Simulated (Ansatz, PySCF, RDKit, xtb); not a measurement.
# C4H7FO2Si: which of the isomers drawn lies lowest?

Which of a sample of isomers of C4H7FO2Si is the most stable in the gas at 298.15 K, and what are its properties? The sample is small against all isomers, and the most stable one of this formula need not be in it.

The funnel: GFN2-xTB relaxations, single points with a density functional, relaxations at B3LYP-D3(BJ)/def2-SVP, harmonic vibrations (at GFN2-xTB), and a last energy at a higher level. All values are calculated.

## (1) Drawing up candidates

Isomers were taken from a list of plausible structures; this is a sample, not all of them. That gives 14 candidates.

```tsv
label	SMILES	spin
c001	F[Si@@H]1OCC12COC2	singlet
c016	C#C[Si](F)(OC)OC	singlet
c173	C=CCC(=O)O[SiH2]F	singlet
c174	C=C(F)C(=O)C[SiH2]O	singlet
c206	O=C(OC1CC1)[SiH2]F	singlet
c209	O=C1C[Si](O)(CF)C1	singlet
c339	F/C=C1\OCOC[SiH2]1	singlet
c346	C[SiH2]C(F)(C=O)C=O	singlet
c427	C=C(F)CC(=O)O[SiH3]	singlet
c629	FC/C=C1/O[C@@H]1O[SiH3]	singlet
c650	O=C[C@@H]1C[C@H](F)[SiH2]O1	singlet
c751	O=C1C[C@H](OCF)[SiH2]1	singlet
c763	CC(=O)/C(=C/F)[SiH2]O	singlet
c969	CO/C=C(\F)[SiH2]C=O	singlet
```

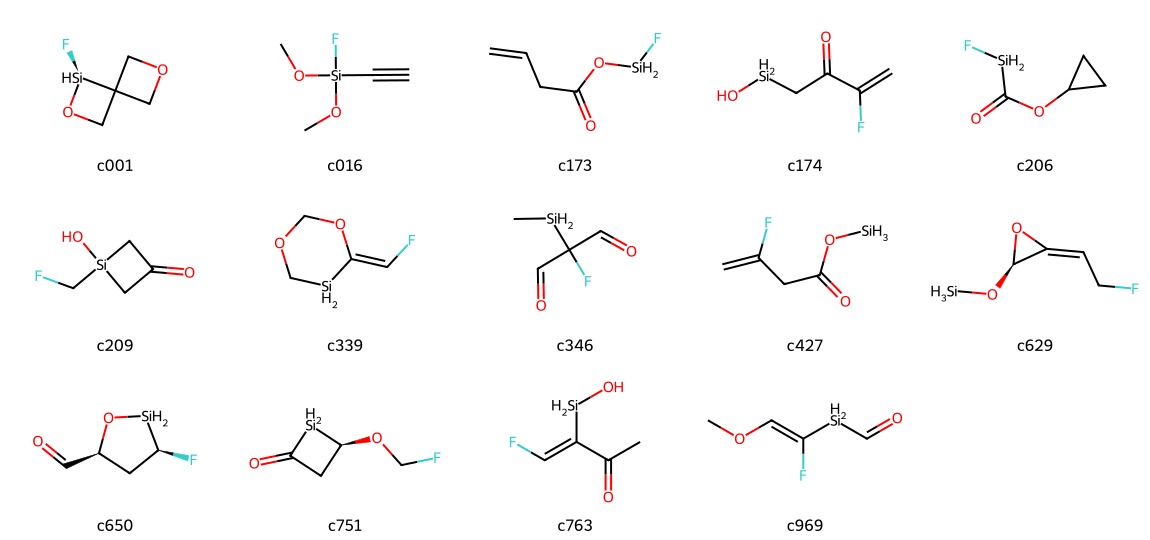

Structural formulas of the candidates.

Candidates are built by distance geometry, with a force field where one applies, in up to four conformers (letters a to d).

## (2) First filter: tight binding

All 40 starts are relaxed the same way. One of them, c346c (taken from a list of plausible isomers, embedded by distance geometry and MMFF94), in full:

start.xyz reads:

```xyz
15
c346c
C     -1.737070    -1.251932     0.954504
C     -0.207450     1.443117     0.686480
C      0.066289     1.266820    -0.801009
C      0.967126     0.954598     1.510012
F     -0.389365     2.809366     0.936286
O      0.901482     0.493951    -1.248515
O      0.934710     0.251317     2.493512
Si    -1.854437     0.584923     1.147900
H     -1.433358    -1.522475    -0.030608
H     -1.053959    -1.722528     1.659615
H     -2.730566    -1.697203     1.215312
H     -2.305875     0.969917     2.504560
H     -2.861184     1.078102     0.237719
H     -0.546400     1.883421    -1.442326
H      1.997108     1.366799     1.172140
```

The run is started by

```console
$ xtb start.xyz --gfn 2 --opt
```

Output, cut to the lines that bear on the results:

```text
* xtb version 6.7.1
[...]
          :  # basis functions                  45          :
[...]
          :  # electrons                        46          :
[...]
          :  Hamiltonian                  GFN2-xTB          :
[...]
          :  net charge                          0          :
          :  unpaired electrons                  0          :
[...]
   *** convergence criteria satisfied after 14 iterations ***
[...]
   *** GEOMETRY OPTIMIZATION CONVERGED AFTER 35 ITERATIONS ***
[...]
   *** convergence criteria satisfied after 3 iterations ***
[...]
         ::                     SUMMARY                     ::
         :::::::::::::::::::::::::::::::::::::::::::::::::::::
         :: total energy             -26.675209622243 Eh    ::
         :: gradient norm              0.000349597032 Eh/a0 ::
         :: HOMO-LUMO gap              3.599187365873 eV    ::
         ::.................................................::
         :: SCC energy               -26.918108833432 Eh    ::
         :: -> isotropic ES            0.072861500072 Eh    ::
         :: -> anisotropic ES          0.000429190496 Eh    ::
         :: -> anisotropic XC         -0.004000780470 Eh    ::
         :: -> dispersion             -0.011178929906 Eh    ::
         :: repulsion energy           0.242899211188 Eh    ::
         :: add. restraining           0.000000000000 Eh    ::
         :: total charge              -0.000000000000 e     ::
         :::::::::::::::::::::::::::::::::::::::::::::::::::::
[...]
        23        2.0000           -0.4102629             -11.1638 (HOMO)
        24                         -0.2779952              -7.5646 (LUMO)
[...]
          | TOTAL ENERGY              -26.675209622243 Eh   |
          | GRADIENT NORM               0.000349597032 Eh/α |
          | HOMO-LUMO GAP               3.599187365873 eV   |
           -------------------------------------------------
[...]
```

Run time: 0.24 s. Hardware: 4 threads of Arm Neoverse V1, shared host.

## (3) What the search left

40 of the 40 relaxations converged; 1 ended on a minimum already found. 39 distinct structures remain, the lowest 22 here:

```tsv
label	start	SMILES after	spin	energy (kcal/mol)
c173c	drawn	C=CCC(=O)O[SiH2]F	singlet	0.0
c173b	drawn	C=CCC(=O)O[SiH2]F	singlet	0.0
c173d	drawn	C=CCC(=O)O[SiH2]F	singlet	0.8
c016b	drawn	C#C[Si](F)(OC)OC	singlet	23.3
c016d	drawn	C#C[Si](F)(OC)OC	singlet	23.5
c016a	drawn	C#C[Si](F)(OC)OC	singlet	24.3
c016c	drawn	C#C[Si](F)(OC)OC	singlet	25.6
c001a	drawn	F[Si@@H]1OCC12COC2	singlet	30.1
c427b	drawn	C=C(F)CC(=O)O[SiH3]	singlet	38.4
c427a	drawn	C=C(F)CC(=O)O[SiH3]	singlet	38.7
c206a	drawn	O=C(OC1CC1)[SiH2]F	singlet	40.0
c650a	drawn	O=C[C@@H]1C[C@H](F)[SiH2]O1	singlet	48.6
c650b	drawn	O=C[C@@H]1C[C@H](F)[SiH2]O1	singlet	50.3
c650c	drawn	O=C[C@@H]1C[C@H](F)[SiH2]O1	singlet	52.4
c763a	drawn	CC(=O)/C(=C/F)[SiH2]O	singlet	54.4
c174a	drawn	C=C(F)C(=O)C[SiH2]O	singlet	55.2
c763c	drawn	CC(=O)/C(=C/F)[SiH2]O	singlet	55.2
c763b	drawn	CC(=O)/C(=C/F)[SiH2]O	singlet	55.3
c174c	drawn	C=C(F)C(=O)C[SiH2]O	singlet	56.2
c174b	drawn	C=C(F)C(=O)C[SiH2]O	singlet	57.5
c174d	drawn	C=C(F)C(=O)C[SiH2]O	singlet	59.5
c629a	drawn	FC/C=C1/O[C@@H]1O[SiH3]	singlet	62.9
```

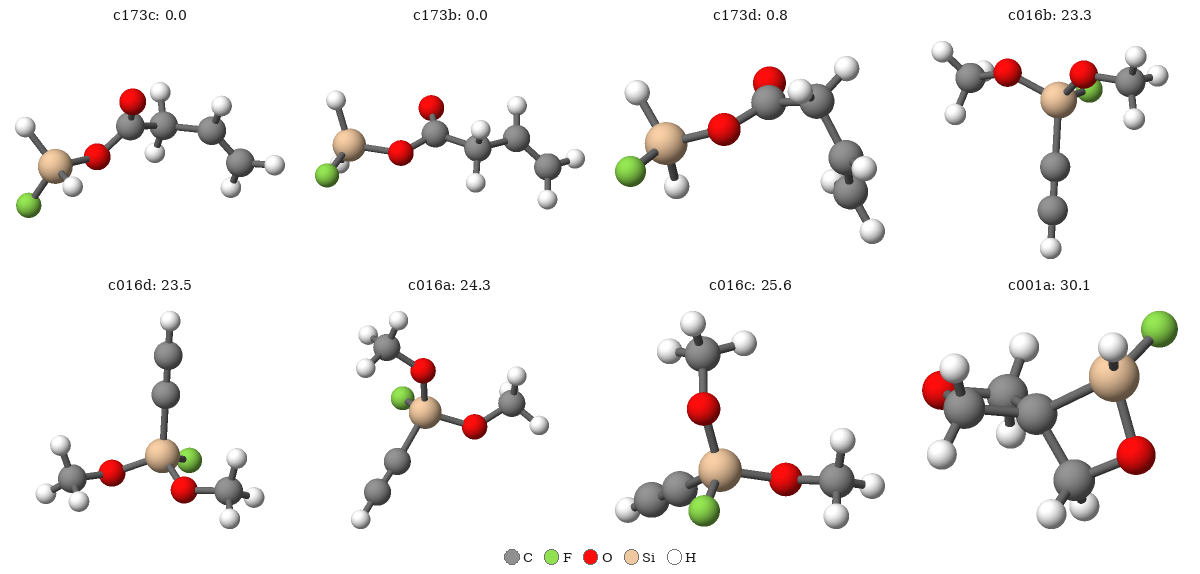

The 8 lowest minima that did not fall apart, with their GFN2-xTB energies in kcal/mol.

## (4) Second filter: single points

A choice of the minima (the low ones first, few conformers of a pattern, up to a cap) and the lowest that fell apart get a single point at r2SCAN-D4/def2-SVP on the tight-binding geometry, and one at HF/STO-3G for comparison. The lowest singlets are also tried as triplets at the same geometry (label ending in t). Within 30 kcal/mol but not screened, among others: c173d, c016a, c016c. The first, c173c:

input.yaml reads:

```yaml
basis:
  gaussian: {orbitals: def2-SVP}
crystal:
  periodic: [false, false, false]
  atoms:
    - {symbol: C, position_ang: [-3.212089, -0.242076, -1.063751]}
    - {symbol: C, position_ang: [-2.369052, -0.448664, -0.071189]}
    - {symbol: C, position_ang: [-0.909694, -0.103431, -0.124758]}
    - {symbol: C, position_ang: [-0.548663, 0.794270, 1.036006]}
    - {symbol: F, position_ang: [1.241956, 4.070435, 0.555314]}
    - {symbol: O, position_ang: [-0.781209, 0.559698, 2.189416]}
    - {symbol: O, position_ang: [0.068322, 1.907223, 0.649148]}
    - {symbol: Si, position_ang: [0.596889, 3.102480, 1.652062]}
    - {symbol: H, position_ang: [-4.252380, -0.506302, -0.987120]}
    - {symbol: H, position_ang: [-2.895801, 0.188307, -2.000086]}
    - {symbol: H, position_ang: [-2.696987, -0.876748, 0.865780]}
    - {symbol: H, position_ang: [-0.322136, -1.020805, -0.018346]}
    - {symbol: H, position_ang: [-0.649147, 0.386913, -1.062311]}
    - {symbol: H, position_ang: [-0.516115, 3.800133, 2.258821]}
    - {symbol: H, position_ang: [1.667457, 2.628167, 2.503551]}
magnetization: {spin_polarized: false, initial_magnetization: 0}
hamiltonian: {xc: r2scan, dispersion: d4}
scf: {lower_state_search: "off"}
```

The run is started by

```console
$ ansatz run input.yaml --threads 4 --pin off --max-ram 7830MiB --events-out events.jsonl --progress --plain --runs-dir runs
```

Output, cut to the lines that bear on the results:

```text
Warning: RAYON_NUM_THREADS=4 ignored (pool sized by the plan → 4); use --threads N
Functional definition: r2SCAN
  name "r2SCAN"
[...]
1668 factors; their error is unknown
[...]
mean field -18935.44662278 eV, -695.8648284806 hartree, gradient 2.1e-6 eV, S^2 0.000000; 0 other end points of the search recorded, 0 dependent functions left out
reference -18935.44663480 eV, -695.8648289222 hartree; 35, 35 occupied and 116, 116 virtual orbitals, 1668 factors
Total energy: -18935.53765012 eV, -695.8681736737 hartree
Checks for a lower state left out: stability, starts, cluster_reference, orbital_swaps, neighbouring_geometries, increment
```

It took 2.1 s on 4 threads of Arm Neoverse V1, shared host; peak memory 0.2 GiB.

Relative energies in kcal/mol, each column from its lowest structure that stays in one piece:

```tsv
label	SMILES	spin	GFN2-xTB	HF/STO-3G	r2SCAN-D4/def2-SVP
c173b	C=CCC(=O)O[SiH2]F	singlet	0.0	0.0	0.0
c173c	C=CCC(=O)O[SiH2]F	singlet	0.0	0.4	0.8
c016d	C#C[Si](F)(OC)OC	singlet	23.5	2.4	11.2
c016b	C#C[Si](F)(OC)OC	singlet	23.3	2.5	11.7
c173bt	C=CCC(=O)O[SiH2]F	triplet	–	–	98.9
c016dt	C#C[Si](F)(OC)OC	triplet	–	–	129.5
```

Measured from c173b, GFN2-xTB misplaces c016d by 12 kcal/mol against r2SCAN-D4/def2-SVP, so minima dropped on its energies alone could hide the lowest isomer.

## (5) Refinement at B3LYP-D3(BJ)/def2-SVP

3 candidates are relaxed at B3LYP-D3(BJ)/def2-SVP (chosen among the lowest in one piece, one conformer a pattern, with other spins of them). The first, c173b:

input.yaml reads:

```yaml
crystal:
  periodic: [false, false, false]
  atoms:
    - {symbol: C, position_ang: [-0.577817, -0.072413, -1.915372]}
    - {symbol: C, position_ang: [-0.234741, 1.128419, -1.491407]}
    - {symbol: C, position_ang: [0.318393, 1.408596, -0.129396]}
    - {symbol: C, position_ang: [-0.363222, 2.579972, 0.535911]}
    - {symbol: F, position_ang: [-0.036039, 3.172450, 4.241894]}
    - {symbol: O, position_ang: [-1.009123, 3.426386, -0.015596]}
    - {symbol: O, position_ang: [-0.152314, 2.592470, 1.852114]}
    - {symbol: Si, position_ang: [-0.718398, 3.724142, 2.904723]}
    - {symbol: H, position_ang: [-0.474650, -0.947471, -1.294104]}
    - {symbol: H, position_ang: [-0.969171, -0.234331, -2.904421]}
    - {symbol: H, position_ang: [-0.350694, 1.998610, -2.121716]}
    - {symbol: H, position_ang: [0.248224, 0.537853, 0.524606]}
    - {symbol: H, position_ang: [1.378290, 1.677930, -0.208262]}
    - {symbol: H, position_ang: [-0.152112, 5.027800, 2.630970]}
    - {symbol: H, position_ang: [-2.152976, 3.609408, 3.057983]}
basis:
  gaussian: {orbitals: def2-SVP}
hamiltonian: {xc: {name: B3LYP}, dispersion: d3bj}
scf: {lower_state_search: "off"}
relax: {f_tol: 0.006}
```

The run is started by

```console
$ ansatz run input.yaml --threads 4 --pin off --max-ram 7830MiB --events-out events.jsonl --progress --plain --runs-dir runs
```

Output, cut to the lines that bear on the results:

```text
Warning: RAYON_NUM_THREADS=4 ignored (pool sized by the plan → 4); use --threads N
[...]
Functional definition: B3LYP
  name "B3LYP"
[...]
1635 factors; integrals over basis functions are off by at most 6.2e-4 eV
[...]
mean field -18942.52806426 eV, -696.1250666549 hartree, gradient 2.6e-6 eV, S^2 0.000000; 0 other end points of the search recorded, 0 dependent functions left out
[...]
Atom 11 at     0.250976     0.424339     0.496533 Å, force     0.000392     0.000129    -0.000333 eV/Å
Atom 12 at     1.384877     1.606929    -0.138680 Å, force     0.000857     0.000320    -0.000319 eV/Å
Atom 13 at    -0.216437     5.070175     2.418465 Å, force     0.000133    -0.000305     0.000158 eV/Å
Atom 14 at    -2.145793     3.589375     2.996813 Å, force     0.001313     0.000465    -0.000306 eV/Å
Dipole moment:     0.116616    -0.153580    -0.141252 e Å
Checks for a lower state left out: stability, starts, cluster_reference, orbital_swaps, neighbouring_geometries, increment
```

Wall time 45 s (4 threads of Arm Neoverse V1, shared host); peak memory 0.4 GiB.

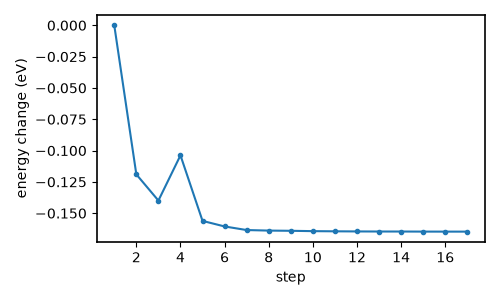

Energy along the run, all evaluated steps.

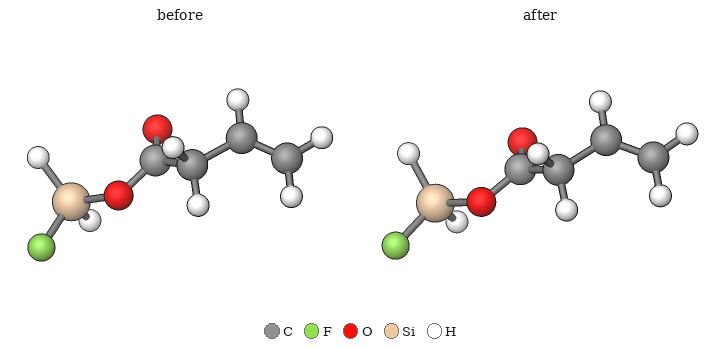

Before and after, at one scale.

After the run. Bond lengths: C1–C2 1.334 Å, C2–C3 1.500 Å, C3–C4 1.511 Å, C4–O6 1.210 Å, C4–O7 1.346 Å, F5–Si8 1.619 Å, O7–Si8 1.709 Å, C1–H9 1.095 Å, C1–H10 1.093 Å, C2–H11 1.095 Å, C3–H12 1.101 Å, C3–H13 1.108 Å, Si8–H14 1.476 Å, Si8–H15 1.476 Å. Some angles: C1–C2–C3 124.4°, C2–C3–C4 113.6°, C3–C4–O6 125.8°, C3–C4–O7 112.9°, O6–C4–O7 121.3°, C4–O7–Si8 116.6°, F5–Si8–O7 102.9°, C1–C2–H11 120.0°, C3–C2–H11 115.6°, C2–C1–H9 121.7°.

## (6) The relaxed candidates

```tsv
label	spin	r2SCAN-D4/def2-SVP (kcal/mol)	B3LYP-D3(BJ)/def2-SVP, relaxed (kcal/mol)	time
c173b	singlet	0.0	0.0	45 s
c016d	singlet	11.2	10.6	29 s
c173bt	triplet	98.9	63.0	2.7 min
```

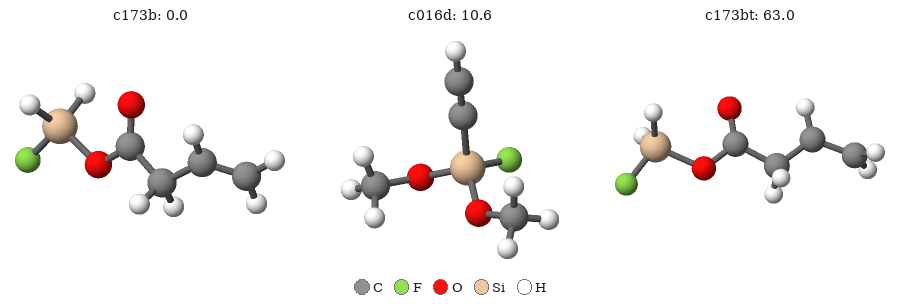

The relaxed structures, with energies at B3LYP-D3(BJ)/def2-SVP in kcal/mol.

## (7) Are they minima? Harmonic frequencies

The lowest few in one piece go on as finalists. In this search the thermal terms come from GFN2-xTB at its own nearest minimum. The first, c173b:

start.xyz reads:

```xyz
15
c173b
C     -0.581240    -0.030121    -2.007296
C     -0.234842     1.150536    -1.491979
C      0.309610     1.343348    -0.107712
C     -0.360376     2.463204     0.654149
F     -0.040810     3.489807     4.358713
O     -1.123564     3.278474     0.188400
O     -0.003784     2.501093     1.951659
Si    -0.682163     3.753094     2.896091
H     -0.498650    -0.956552    -1.429122
H     -0.961241    -0.115653    -3.028587
H     -0.342914     2.061774    -2.089520
H      0.250976     0.424339     0.496533
H      1.384877     1.606929    -0.138680
H     -0.216437     5.070175     2.418465
H     -2.145793     3.589375     2.996813
```

The run is started by

```console
$ xtb start.xyz --gfn 2 --ohess tight
```

Output, cut to the lines that bear on the results:

```text
[...]
         ::                     SUMMARY                     ::
         :::::::::::::::::::::::::::::::::::::::::::::::::::::
         :: total energy             -26.830449933739 Eh    ::
         :: gradient norm              0.000207790908 Eh/a0 ::
         :: HOMO-LUMO gap              4.370825636869 eV    ::
         ::.................................................::
         :: SCC energy               -27.101603986739 Eh    ::
         :: -> isotropic ES            0.074536733745 Eh    ::
         :: -> anisotropic ES         -0.001578461413 Eh    ::
         :: -> anisotropic XC          0.002396523570 Eh    ::
         :: -> dispersion             -0.009547733157 Eh    ::
         :: repulsion energy           0.271154052999 Eh    ::
         :: add. restraining           0.000000000000 Eh    ::
         :: total charge              -0.000000000000 e     ::
         :::::::::::::::::::::::::::::::::::::::::::::::::::::
[...]
          | TOTAL ENERGY              -26.830449933739 Eh   |
          | TOTAL ENTHALPY            -26.717559965691 Eh   |
          | TOTAL FREE ENERGY         -26.765229050400 Eh   |
          | GRADIENT NORM               0.000207794705 Eh/α |
[...]
```

Wall time 0.31 s (4 threads of Arm Neoverse V1, shared host).

## (8) Thermal terms of the finalists

As xtb prints them, at 298.15 K, with its own treatment of low modes:

```tsv
label	SMILES	spin	lowest mode (cm⁻¹)	zero-point (kcal/mol)	G − E (kcal/mol)
c173b	C=CCC(=O)O[SiH2]F	singlet	16	63.9	40.9
c016d	C#C[Si](F)(OC)OC	singlet	49	65.7	42.0
c173bt	C=CCC(=O)O[SiH2]F	triplet	10	60.1	36.6
```

## (9) Last filter: a higher level

Each finalist gets a single point at CCSD(T)/def2-SVP + MP2/def2-TZVPP - MP2/def2-SVP.

c173b, CCSD(T)/def2-SVP:

input.yaml reads:

```yaml
crystal:
  periodic: [false, false, false]
  atoms:
    - {symbol: C, position_ang: [-0.581240, -0.030121, -2.007296]}
    - {symbol: C, position_ang: [-0.234842, 1.150536, -1.491979]}
    - {symbol: C, position_ang: [0.309610, 1.343348, -0.107712]}
    - {symbol: C, position_ang: [-0.360376, 2.463204, 0.654149]}
    - {symbol: F, position_ang: [-0.040810, 3.489807, 4.358713]}
    - {symbol: O, position_ang: [-1.123564, 3.278474, 0.188400]}
    - {symbol: O, position_ang: [-0.003784, 2.501093, 1.951659]}
    - {symbol: Si, position_ang: [-0.682163, 3.753094, 2.896091]}
    - {symbol: H, position_ang: [-0.498650, -0.956552, -1.429122]}
    - {symbol: H, position_ang: [-0.961241, -0.115653, -3.028587]}
    - {symbol: H, position_ang: [-0.342914, 2.061774, -2.089520]}
    - {symbol: H, position_ang: [0.250976, 0.424339, 0.496533]}
    - {symbol: H, position_ang: [1.384877, 1.606929, -0.138680]}
    - {symbol: H, position_ang: [-0.216437, 5.070175, 2.418465]}
    - {symbol: H, position_ang: [-2.145793, 3.589375, 2.996813]}
basis:
  gaussian: {orbitals: def2-SVP}
total_charge: 0
correlation: {method: ccsd_t, frozen_orbitals: {O: 1, H: 0, C: 1, F: 1, Si: 5}}
```

The run is started by

```console
$ ansatz run input.yaml --threads 4 --pin off --max-ram 7830MiB --events-out events.jsonl --progress --plain --runs-dir runs
```

Output, cut to the lines that bear on the results:

```text
Warning: RAYON_NUM_THREADS=4 ignored (pool sized by the plan → 4); use --threads N
Functional definition: HF
  name "HF"
[...]
1497 factors; integrals over basis functions are off by at most 1.4e-3 eV
[...]
mean field -18866.78634743 eV, -693.3416099010 hartree, gradient 1.9e-6 eV, S^2 0.000000; 0 other end points of the search recorded, 0 dependent functions left out
12 core orbitals not correlated: weight in the atoms' cores, before any rotation towards them, 1.000 or more for the frozen orbitals, at most 0.000 for the correlated occupied ones
reference -18866.78634743 eV, -693.3416099010 hartree; 23, 23 occupied and 116, 116 virtual orbitals, 1497 factors
second order -31.81121686 eV of doubles, -0.00000000 eV of singles
cycle   1  -32.24399483 eV  change   -4.3e-1 eV  update   1.4e-1
[...]
cycle   9  -33.34328222 eV  change   -2.1e-5 eV  update   2.4e-5
perturbative correction -1.00191172 eV, -0.0368195767 hartree
Total energy: -18901.13154137 eV, -694.6037724984 hartree
```

Wall time 47 s (4 threads of Arm Neoverse V1, shared host); peak memory 1.5 GiB.

## (10) c173b at MP2/def2-TZVPP

Changes to input.yaml since step 9:

```diff
@@ -19,4 +19,6 @@
 basis:
-  gaussian: {orbitals: def2-SVP}
-total_charge: 0
-correlation: {method: ccsd_t, frozen_orbitals: {O: 1, H: 0, C: 1, F: 1, Si: 5}}
+  gaussian:
+    orbitals: def2-TZVPP
+correlation:
+  method: mp2
+  frozen_orbitals: {O: 1, H: 0, C: 1, F: 1, Si: 5}
```

The run is started by

```console
$ ansatz run input.yaml --threads 4 --pin off --max-ram 7830MiB --events-out events.jsonl --progress --plain --runs-dir runs
```

Output, cut to the lines that bear on the results:

```text
Warning: RAYON_NUM_THREADS=4 ignored (pool sized by the plan → 4); use --threads N
Functional definition: HF
  name "HF"
[...]
2171 factors; integrals over basis functions are off by at most 1.0e-3 eV
[...]
mean field -18883.01638136 eV, -693.9380526468 hartree, gradient 2.1e-6 eV, S^2 0.000000; 0 other end points of the search recorded, 0 dependent functions left out
12 core orbitals not correlated: weight in the atoms' cores, before any rotation towards them, 1.000 or more for the frozen orbitals, at most 0.000 for the correlated occupied ones
reference -18883.01638136 eV, -693.9380526468 hartree; 23, 23 occupied and 322, 322 virtual orbitals, 2171 factors
second order -40.02846005 eV of doubles, -0.00000000 eV of singles
Total energy: -18923.04484141 eV, -695.4090714214 hartree
```

Run time: 11 s. Hardware: 4 threads of Arm Neoverse V1, shared host; peak memory 1.3 GiB.

(Part 1 of 2 ends here.)
